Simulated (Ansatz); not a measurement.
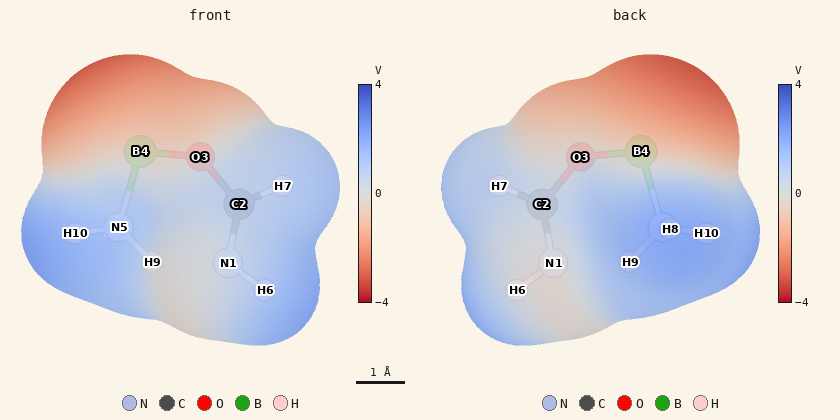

Figure. CH5BN2O. The molecular electrostatic potential painted on the density surface at 0.002 e/bohr³, seen from the front and from behind; the colour scale runs from red (negative) to blue (positive).

The calculation used Ansatz 0.2.0, RKS PBE/def2-SVP.

```xyz
10

N    -0.2332    1.5069    0.5056
C     0.3103    0.6147    1.2537
O     0.4662   -0.6799    0.9299
B     0.1611   -1.5042   -0.1984
N    -0.6087   -0.4471   -1.3059
H    -0.2344    2.4230    0.9766
H     0.7188    0.8182    2.2704
H    -1.5361   -0.8626   -1.4849
H    -0.6778    0.5557   -0.9732
H    -0.0837   -0.5373   -2.1888
```

Q: Describe the electrostatic potential map.

A: The most negative region (about −3.0 V) lies over O3, the most positive (about +2.1 V) over H8 and H10. O3 is the likeliest acceptor of a hydrogen bond.
